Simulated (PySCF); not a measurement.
**GeSiAsH7O: spin–spin coupling calculation**

GeSiAsH7O, SMILES [SiH3][O][GeH2][AsH2], computed with PBE0/Sadlej pVTZ indirect spin-spin coupling, non-relativistic, gas phase (PySCF 2.14.0).

The run did not end well. The geometry comes from this level: GFN2-xTB.

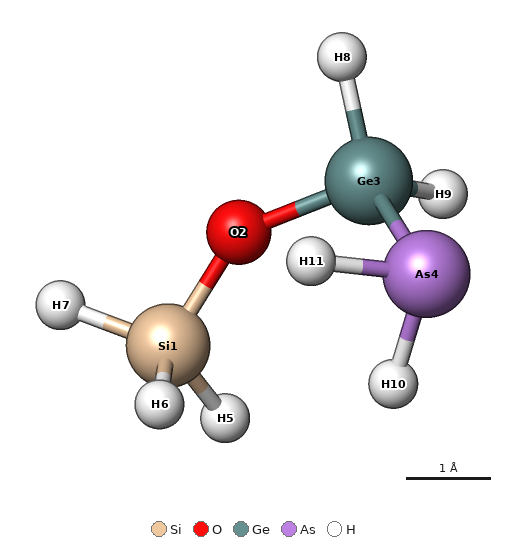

The input geometry (ball-and-stick view, seen at a tilt; atoms are numbered from 1 in the order of the input). Sticks mark near contacts. Bond lengths as drawn: As–Ge 2.39 Å, As–H 1.50 Å, Ge–H 1.52 to 1.53 Å, Ge–O 1.77 Å, H–Si 1.46 to 1.47 Å and O–Si 1.62 Å.

### The input
```
{"job": {"kind": "j", "xc": "PBE0", "basis": "Sadlej pVTZ", "scf": {"guess": "random", "aux": "sto-3g", "max_cycle": 100}}, "charge": 0, "multiplicity": 1}
Si    -1.656955    -0.734834     0.264040
O     -0.700094     0.547511     0.487083
Ge     0.762254     1.333790    -0.114616
As     2.470240    -0.276970    -0.547146
H     -2.235002    -0.690766    -1.083162
H     -0.861297    -1.965334     0.400822
H     -2.646294    -0.594684     1.326037
H      0.988860     2.345511     1.001298
H      0.250387     2.148110    -1.303698
H      1.464381    -1.165686    -1.220719
H      2.168944    -0.943978     0.764097
```

The first line tells a small driver script what to run in PySCF; the rest is the geometry in Å.

Machine: 1 CPU thread, shared host.

Launched with:
```bash
OMP_NUM_THREADS=1 python <driver script> task.json out
```

### The program's output
```
start from random orthonormal orbitals
final grid: 86856 points
cycle   1  E = -4264.3233806513  dE = -3.734e+03  |g| = 6.811e+01  |ddm| = 1.284e+06
cycle   2  E = -3862.9168976866  dE =  4.014e+02  |g| = 3.756e+01  |ddm| = 2.470e+04
cycle   3  E = -4164.8996623017  dE = -3.020e+02  |g| = 6.429e+01  |ddm| = 9.644e+02
cycle   4  E = -4260.9673659126  dE = -9.607e+01  |g| = 5.702e+01  |ddm| = 1.131e+02
cycle   5  E = -4232.3975640072  dE =  2.857e+01  |g| = 6.124e+01  |ddm| = 1.721e+02
cycle   6  E = -4246.7608280494  dE = -1.436e+01  |g| = 6.130e+01  |ddm| = 2.007e+01
cycle   7  E = -4246.1665507950  dE =  5.943e-01  |g| = 6.133e+01  |ddm| = 3.178e-01
cycle   8  E = -4250.8776777077  dE = -4.711e+00  |g| = 6.100e+01  |ddm| = 2.923e+00
cycle   9  E = -4251.2103848688  dE = -3.327e-01  |g| = 6.097e+01  |ddm| = 1.744e-01
cycle  10  E = -4218.9511792825  dE =  3.226e+01  |g| = 6.241e+01  |ddm| = 6.086e+01
[... 80 cycles left out ...]
cycle  91  E = -4149.6252150458  dE = -9.286e-01  |g| = 6.495e+01  |ddm| = 1.265e+01
cycle  92  E = -3785.4625436173  dE =  3.642e+02  |g| = 3.081e+01  |ddm| = 1.541e+03
cycle  93  E = -4157.6552799711  dE = -3.722e+02  |g| = 6.456e+01  |ddm| = 1.523e+03
cycle  94  E = -4184.0454141930  dE = -2.639e+01  |g| = 5.809e+01  |ddm| = 5.206e+02
cycle  95  E = -4155.9584682867  dE =  2.809e+01  |g| = 6.471e+01  |ddm| = 5.047e+02
cycle  96  E = -4155.8922698450  dE =  6.620e-02  |g| = 6.473e+01  |ddm| = 1.993e+00
cycle  97  E = -4156.1904781697  dE = -2.982e-01  |g| = 6.471e+01  |ddm| = 3.146e+00
cycle  98  E = -4156.4844825956  dE = -2.940e-01  |g| = 6.470e+01  |ddm| = 3.821e+00
cycle  99  E = -4156.9578300354  dE = -4.733e-01  |g| = 6.468e+01  |ddm| = 4.943e+00
cycle 100  E = -4157.8006792243  dE = -8.428e-01  |g| = 6.462e+01  |ddm| = 8.305e+00
SCF not converged, last energy = -4157.8006792243
```

### Outcome

```tsv
quantity	value
outcome	not converged
total energy	−4157.800679 hartree
HOMO	−207.09 eV
LUMO	−206.03 eV
dipole moment	401.10 D
wall time	2.3 min
peak memory	0.59 GiB
```

### Diagnosis

Some settings of this run were drawn to be unusual or wrong. The run did not converge. At least one of its steps failed, so the values that rest on that step are not results. Spin–orbit coupling is left out, which matters for the heavy atoms.
